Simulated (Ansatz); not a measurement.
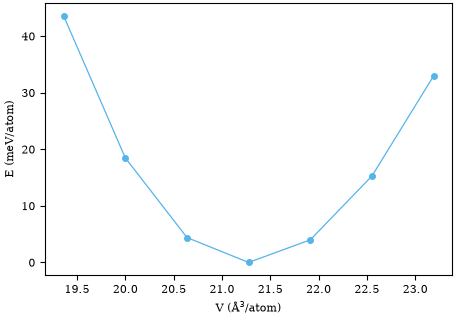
Sc2Al (MoSi2 or CaC2 type, space group No. 139) under volume change, DFT-r²SCAN in the program Ansatz with PAW potentials, shape and atoms relaxed at each volume.

Q: What does a third-order Birch–Murnaghan fit give for V₀, B₀ and B′?

A: V₀ = 21.28 Å³/atom, B₀ = 70.1 GPa, B′ = 3.6.

Space group I4/mmm (MoSi2 or CaC2 type). The cell is a constructed one: a structure type filled with these elements; neither database checked (COD, Materials Project) lists it. Whether it is the stable phase at ambient conditions was not checked. The cell was relaxed with r²SCAN under the symmetry of its start; whether a distortion lowers the energy is not shown. No spin polarisation was allowed.

Potentials: the earlier of the program's two PAW sets.
